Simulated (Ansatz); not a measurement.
**GaBr₂Cl: how energies converge with the basis set**

How large a basis does GaBr₂Cl need? Two functionals are run in growing sets.

Computed with Ansatz 0.2.0, Gaussian basis. Level: one geometry, several basis sets.

The runs, in order: PBE0-D4/def2-SVP; ωB97M-V/def2-SVP; PBE0-D4/def2-QZVPP; ωB97M-V/def2-QZVPP; the functionals' def2-TZVPP values are taken from earlier runs.

## 1. The relaxed structure

An earlier PBE0-D4 in a triple-zeta def2 set relaxation fixed the geometry.

SMILES `[Cl][Ga]([Br])[Br]`, 4 atoms, charge 0, spin multiplicity 1.

Atoms are counted from 1 here; the program's logs count them from 0.

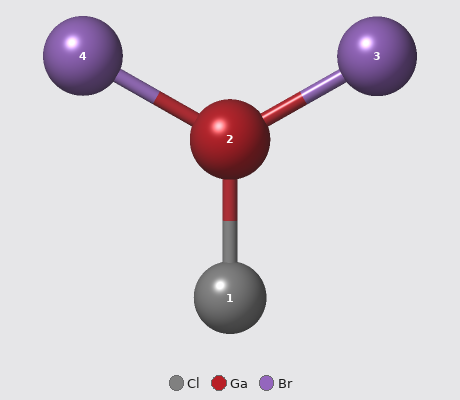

The structure; chlorine grey, gallium red, bromine purple; atoms are numbered from 1 in the order of the file.

## 2. PBE0-D4 in def2-SVP

in.yaml

```yaml
crystal:
  periodic: [false, false, false]
  atoms:
    - {symbol: Cl, position_ang: [0.753062, 0.653327, 1.895387]}
    - {symbol: Ga, position_ang: [0.023709, -0.006162, 0.020228]}
    - {symbol: Br, position_ang: [0.258713, -2.173100, -0.568930]}
    - {symbol: Br, position_ang: [-0.979984, 1.465734, -1.366884]}
basis:
  gaussian: {orbitals: def2-SVP}
hamiltonian: {xc: pbe0, dispersion: d4}
output: {orbitals: {seedname: orbitals}}
```

Launch:

```bash
> ansatz run in.yaml --threads 2 --pin off --events-out ev --progress --plain --max-ram 22528MiB --backend cpu
```

Further steps of the session: ωB97M-V in def2-SVP; PBE0-D4 in def2-QZVPP; ωB97M-V in def2-QZVPP.

Q: Predict the results of all the runs planned. Wanted: PBE0-D4: double and triple zeta above quadruple; ωB97M-V: double and triple zeta above quadruple.

**Answer**, as computed:

| quantity | value |
| --- | --- |
| PBE0-D4: double and triple zeta above quadruple | 32.41, 4.39 eV |
| ωB97M-V: double and triple zeta above quadruple | 32.05, 4.23 eV |

In words: For PBE0-D4 the step from double to triple zeta gains 28.02 eV and the next only 4.39 eV. Total energies overstate the basis error of differences, where much of it tends to cancel.
